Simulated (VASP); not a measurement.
Band structure of SrTiO$_{3}$ (cubic perovskite). All values below come from MS2 meta-GGA, VASP's PBE PAW potentials (set 64) (plane waves; VASP 6.6.1).

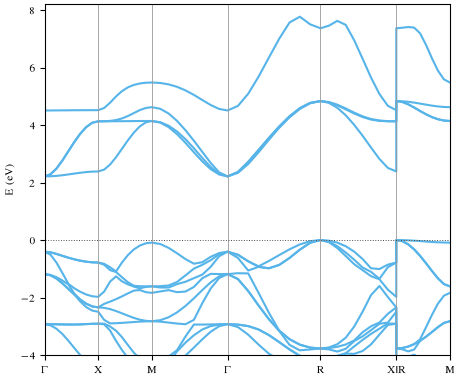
Fig. 1. Bands along high-symmetry lines, zero at the valence-band maximum or, without a gap, the Fermi level

Task: Read the plot: is there a gap, and where are the band edges?

Result: The gap is indirect, 2.21 eV, from the valence maximum at R to the conduction minimum at Γ.

Measured: gap 3.59 eV (computed value off by -1.38 eV), as given by Anna Miglio et al., npj Computational Materials (2020), arXiv:2011.12765 [zero-point renormalisation of 336 meV (experimental, the table's column) added back].

The compound is SrTiO3 in the cubic perovskite structure, the ideal cubic form; the compound distorts at low or room temperature. It was relaxed first.
